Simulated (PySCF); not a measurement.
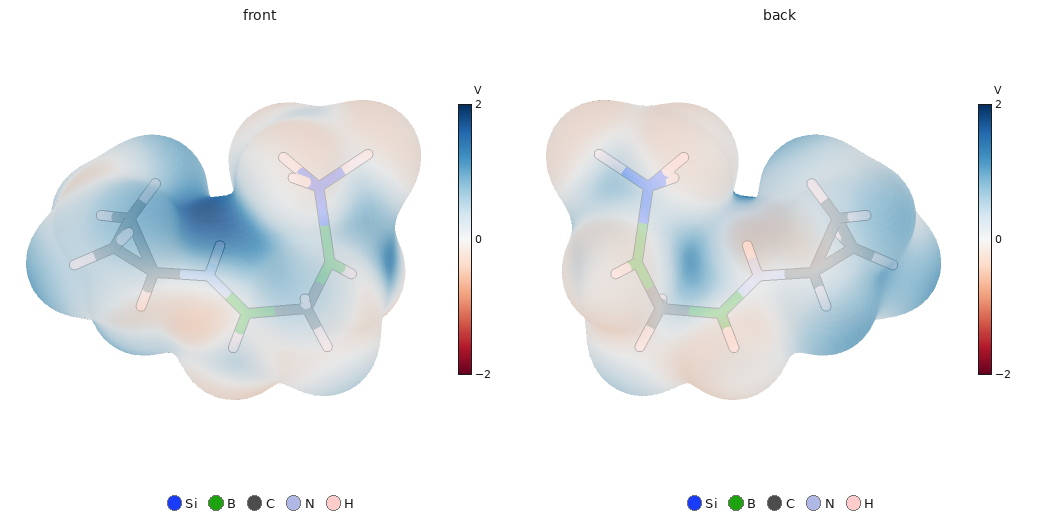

*C$_{4}$H$_{13}$B$_{2}$NSi (SMILES [SiH3]BCBNC1CC1). The molecular electrostatic potential painted on the density surface at 0.002 e/bohr³, seen from the front and from behind; the colour scale runs from red (negative) to blue (positive).*

Geometry: GFN2-xTB.

Level of theory: PySCF, PBE0/pcSseg-1, SCF density, gas phase, non-relativistic.

```xyz
21

Si    2.4585    1.1641   -0.4707
B     2.5059   -0.7141    0.0790
C     1.7235   -1.2054    1.3315
B     0.2528   -1.4642    0.7353
N    -0.5684   -0.3787    0.5021
C    -1.8877   -0.3717   -0.0335
C    -2.8448    0.7188    0.3487
C    -2.2737    0.6750   -1.0402
H     1.7716    2.0839    0.4664
H     1.7484    1.4007   -1.7440
H     3.7754    1.7967   -0.6584
H     3.0611   -1.5194   -0.5772
H     2.1060   -2.1257    1.7702
H     1.6427   -0.4564    2.1204
H    -0.1386   -2.5407    0.4847
H    -0.2343    0.5584    0.6855
H    -2.2794   -1.3720   -0.1651
H    -2.4910    1.4927    1.0133
H    -3.8846    0.4677    0.4882
H    -2.9196    0.3928   -1.8565
H    -1.5327    1.4142   -1.3056
```

> Describe the electrostatic potential map.

The most negative region (about −0.3 V, or −7 kcal/mol for a unit charge) lies over N5, C6 and C8, the most positive (about +1.7 V, or +39 kcal/mol for a unit charge) over H16.

> What dipole moment does the calculation give?

Its dipole moment is 1.95 D.
